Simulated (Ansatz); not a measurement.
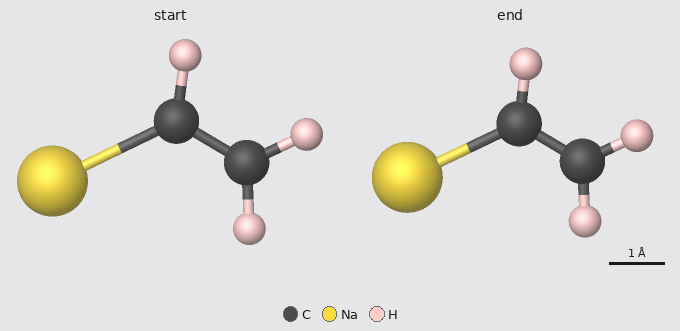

The structure of C2H3Na before (left) and after (right) a relaxation, at one scale.

A ball-and-stick model, seen face on.

It is one of the separated reactants of a reaction.

The calculation used RKS PBE-D4/def2-SVP (Ansatz 0.2.0). (force threshold 0.03 eV/Å; at most 250 steps)

Question: Describe what moved and what it gained.

Answer: The energy falls by 25.6 kcal/mol in 4 geometry steps. The largest force component goes from 3.5 to 0.027 eV/Å. The Na atom moves most after the best rigid fit: 0.28 Å. By element the largest moves are Na 0.28 Å, H 0.18 Å, C 0.08 Å. Near-neighbour distances that change, for instance: C–Na 2.549 → 2.295 Å, C–C 1.498 → 1.352 Å, C–H 1.230 → 1.115 Å.
